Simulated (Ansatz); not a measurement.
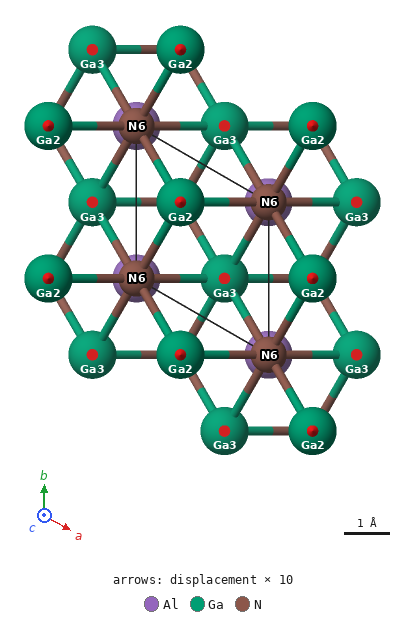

This is a relaxation of crystalline AlGa2N3 (a generated structure, set up in P-3m1) (coarse preliminary run). The starting structure is drawn; red arrows show the displacements (the part carried along by the change of the cell is left out), magnified 10 times.

Style: ball-and-stick. Shown: the cell of the calculation, along the c axis.

Computed with DFT PBE, scalar-relativistic, plane waves, PAW in Ansatz.

The input:
```yaml
crystal:
  lattice:
    - [3.40267053, 0.0, 0.0]
    - [-1.70133527, 2.94679912, 0.0]
    - [0.0, 0.0, 8.33480657]
  atoms:
    - { symbol: Al, position: [0.0, 0.0, 0.5] }
    - { symbol: Ga, position: [0.33333333, 0.66666667, 0.16666667] }
    - { symbol: Ga, position: [0.66666667, 0.33333333, 0.83333333] }
    - { symbol: "N", position: [0.33333333, 0.66666667, 0.66666667] }
    - { symbol: "N", position: [0.66666667, 0.33333333, 0.33333333] }
    - { symbol: "N", position: [0.0, 0.0, 0.0] }
basis:
  ecutwfc: 420
kpoints:
  mp_grid: { grid: [6, 6, 2] }
hamiltonian:
  xc: pbe
scf:
  occupations: { method: gaussian, width: 0.1 }
  lower_state_search: "off"
output:
  forces: true
  stress: true
  eigenvalues: true
relax:
  adjacent_minimum: "off"
  f_tol: 0.04
  max_steps: 70
  cell: { stress_tol: 0.4 }
```

Command:
```bash
ansatz run input.yaml --threads 1 --pin off --max-ram 2560MiB --backend cpu --events-out ev --progress --plain --runs-dir out
```

Q: Which element moves most?

A: Nitrogen: up to 0.067 Å, against 0.024 Å for gallium.

Q: What did the optimiser do to the structure, and how much energy did it gain?

A: The largest moves relative to the cell, 0.067 Å, are those of N4 and N5. N4 goes along −c. By element the largest moves are N 0.067 Å, Ga 0.024 Å. Al stays in place. Cell: a = b 3.403 → 2.972 Å (−12.7 %), c 8.335 → 7.285 Å (−12.6 %). Volume −33.3 %. Among the contacts that change: Al1–N4 2.406 → 2.064 Å, Ga2–N6 2.406 → 2.116 Å, Ga2–N5 2.406 → 2.127 Å. Bond angles that change, for instance: Al1–N4–Ga3 180.0° → 177.5°, Al1–N4–Al1 90.0° → 92.1°, N4–Al1–N5 90.0° → 87.9°. The space group stays P-3m1 (No. 164). Over 6 accepted moves (9 points after the start) the energy falls by 4.566 eV per cell of the calculation. Largest force component: 0.64 eV/Å at the start, 0.0037 eV/Å at the end. The pressure goes from −34.82 to −0.01 GPa. The line search rejected the trial step at point 5 of the run. The SCF was repeated twice at an unchanged geometry on a basis and grid sized afresh for the cell, which shifted the energy by 20.2 meV per cell of the calculation at most. The run took 19 s on 1 thread of Intel(R) Xeon(R) Platinum 8488C (Sapphire Rapids), with other jobs on the host, peak memory 0.4 GiB.
